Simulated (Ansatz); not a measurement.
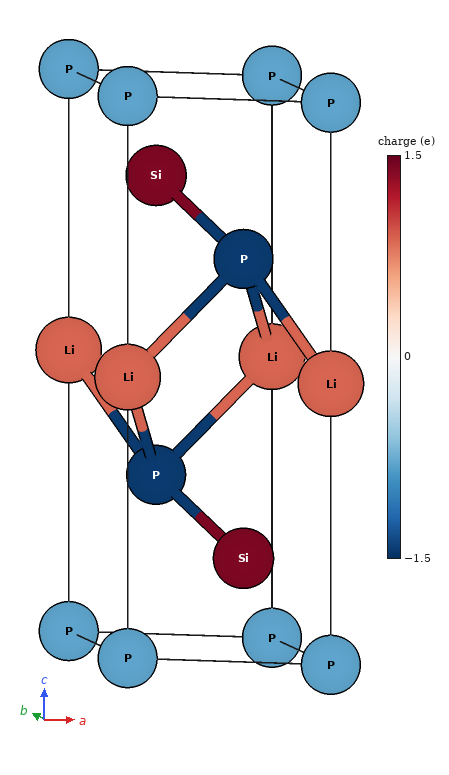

An orthographic ball-and-stick view of the structure, slightly off an axis. The edges of the simulation cell are marked. The atoms of this LiSi2P3 cell are coloured by their Bader charge.

Run with DFT PBE, scalar-relativistic, plane waves, PAW in Ansatz and these settings: E_cut = 420 eV, 12×12×4 k-mesh, Gaussian smearing of 0.1 eV, no spin polarisation.

### Which way does the charge move?

Most positive: Si; most negative: P. Charges: about Li +0.9 e; Si +1.4 e; P -1.4 to -0.8 e.

Origin of the cell: a structure type filled with these elements by a generator (whether the compound takes this form wasn't checked). Earlier steps of the study may have refined or changed the cell and positions. It was run through Ansatz as a DFT input.
